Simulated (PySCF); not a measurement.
C7H7F3Si, SMILES c1c([Si](F)(F)F)c(ccc1)C at its GFN2-xTB optimised geometry (Å):

```
18

C     -1.8199    -1.6953    -0.0007
C     -1.0615    -0.4046     0.0000
C     -1.7387     0.8061     0.0007
C     -1.0552     2.0094     0.0009
C      0.3287     2.0158     0.0003
C      1.0173     0.8178     0.0000
C      0.3420    -0.4046     0.0000
Si     1.3233    -1.9890     0.0006
F      2.8920    -1.7412     0.0000
F      1.0789    -2.9480     1.2468
F      1.0791    -2.9498    -1.2441
H     -1.5658    -2.2869    -0.8789
H     -2.8920    -1.5157    -0.0031
H     -1.5696    -2.2856     0.8796
H     -2.8193     0.8066     0.0011
H     -1.6030     2.9401     0.0015
H      0.8699     2.9498     0.0001
H      2.0971     0.8244    -0.0003
```

Level of theory: PySCF 2.14.0 with PBE0/def2-SVP.

Map of the LUMO amplitude (bohr^(-3/2)) on the plane z = 0.6 Å; orbital energy -1.20 eV, overall sign arbitrary:

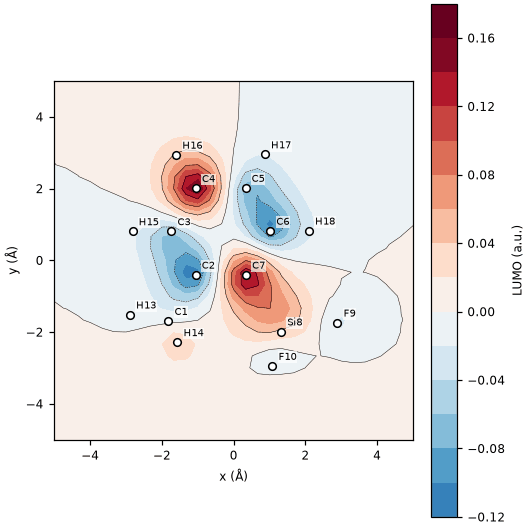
Fig. 1. LUMO amplitude (bohr^(-3/2)) on the plane z = 0.6 Å.
